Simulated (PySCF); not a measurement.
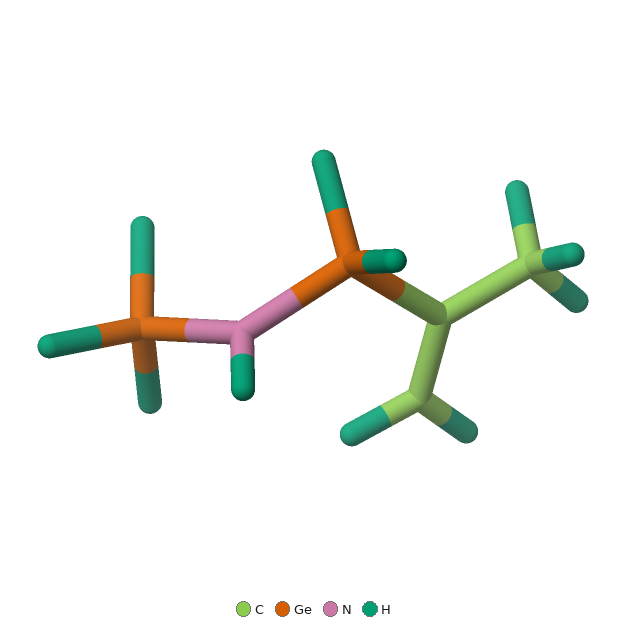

The computed structure is the end point of a PBE0-D3(BJ)/def2-SVP optimisation. No frequency run is at hand to confirm it as a minimum.

Give the structural formula.

SMILES: C=[C](C)[GeH2][NH][GeH3]

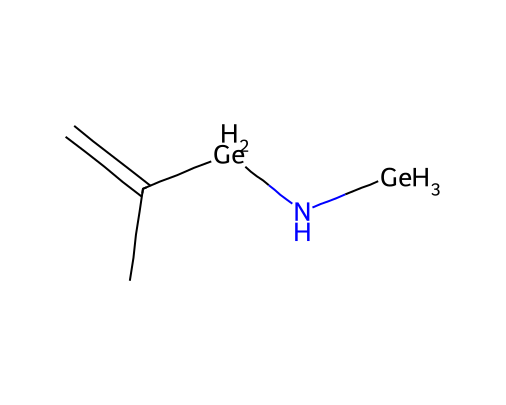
